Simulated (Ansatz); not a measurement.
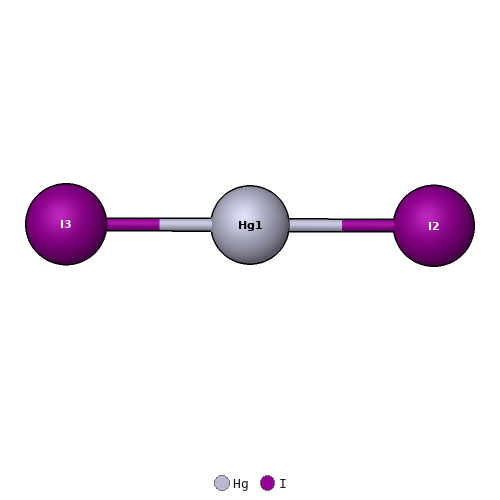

The system is HgI2; the picture shows the reference structure. Coordinates scanned: (1) bond length Hg1–I2; (2) bond length Hg1–I3. Nothing is relaxed (all other coordinates rigid). The scan uses a 15 × 15 grid. Points are written as (first, second). All energies are given in kJ/mol relative to the lowest grid point. The reference is spin-restricted, which grows unreliable where a bond is stretched far. Method: RHF/def2-TZVP (Ansatz 0.2.0).

Its coordinates:

```
atom    x (Å)    y (Å)    z (Å)
  Hg   0.0000   0.0000   0.0000
   I  -0.0172  -0.0215   2.6129
   I   0.0172   0.0215  -2.6129
```

Range: bond length Hg1–I2 from 2.143 to 3.920 Å; bond length Hg1–I3 from 2.247 to 3.658 Å.

**What will the energy surface look like?**

The lowest grid point is at (2.650 Å, 2.650 Å). No other kind of well shows on this grid. The highest grid point, (3.920 Å, 3.658 Å), lies 420 kJ/mol above the lowest. Round the minimum the contours are nearly round: the two directions are equally stiff and uncoupled.

| bond length Hg1–I3 ↓, bond length Hg1–I2 → | 2.143 | 2.270 | 2.397 | 2.523 | 2.650 | 2.777 | 2.904 | 3.031 | 3.158 | 3.285 | 3.412 | 3.539 | 3.666 | 3.793 | 3.920 |
| --- | --- | --- | --- | --- | --- | --- | --- | --- | --- | --- | --- | --- | --- | --- | --- |
| 3.658 | 411 | 288 | 223 | 197 | 193 | 204 | 224 | 248 | 274 | 301 | 328 | 353 | 377 | 400 | 420 |
| 3.557 | 391 | 267 | 202 | 176 | 172 | 183 | 203 | 228 | 254 | 281 | 308 | 334 | 358 | 381 | 402 |
| 3.457 | 369 | 245 | 181 | 154 | 151 | 162 | 182 | 206 | 233 | 261 | 288 | 314 | 339 | 362 | 383 |
| 3.356 | 347 | 223 | 158 | 132 | 129 | 140 | 160 | 185 | 212 | 239 | 267 | 293 | 318 | 341 | 363 |
| 3.255 | 325 | 200 | 136 | 109 | 106 | 117 | 137 | 162 | 189 | 217 | 245 | 271 | 297 | 320 | 342 |
| 3.154 | 303 | 178 | 113 | 86 | 83 | 95 | 115 | 140 | 167 | 195 | 223 | 250 | 275 | 299 | 321 |
| 3.054 | 282 | 156 | 91 | 65 | 61 | 73 | 93 | 118 | 145 | 174 | 202 | 229 | 254 | 279 | 301 |
| 2.953 | 262 | 136 | 71 | 44 | 40 | 52 | 72 | 97 | 125 | 153 | 181 | 208 | 234 | 259 | 282 |
| 2.852 | 245 | 119 | 53 | 26 | 22 | 34 | 54 | 79 | 107 | 135 | 163 | 191 | 217 | 241 | 264 |
| 2.751 | 232 | 105 | 39 | 12 | 8 | 19 | 39 | 65 | 92 | 121 | 149 | 177 | 203 | 228 | 251 |
| 2.650 | 227 | 99 | 32 | 4 | 0 | 11 | 31 | 56 | 84 | 113 | 141 | 168 | 195 | 220 | 243 |
| 2.550 | 232 | 102 | 35 | 6 | 2 | 12 | 32 | 57 | 85 | 114 | 142 | 170 | 196 | 221 | 244 |
| 2.449 | 252 | 121 | 51 | 22 | 17 | 27 | 47 | 72 | 99 | 128 | 156 | 184 | 210 | 235 | 259 |
| 2.348 | 293 | 160 | 89 | 58 | 52 | 62 | 82 | 106 | 134 | 162 | 190 | 218 | 244 | 269 | 293 |
| 2.247 | 366 | 229 | 156 | 124 | 117 | 126 | 145 | 169 | 196 | 224 | 253 | 280 | 306 | 331 | 355 |

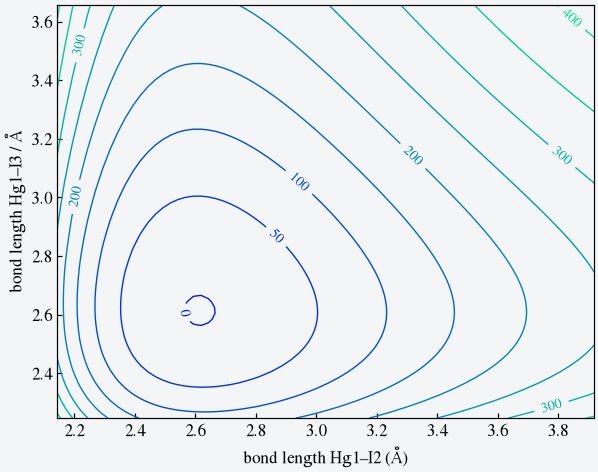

In the figure: contour lines labelled in kJ/mol. Between grid points the surface is interpolated.

The whole map (225 points run) took 37 min on 1 thread of Arm Neoverse N1, on a shared host.
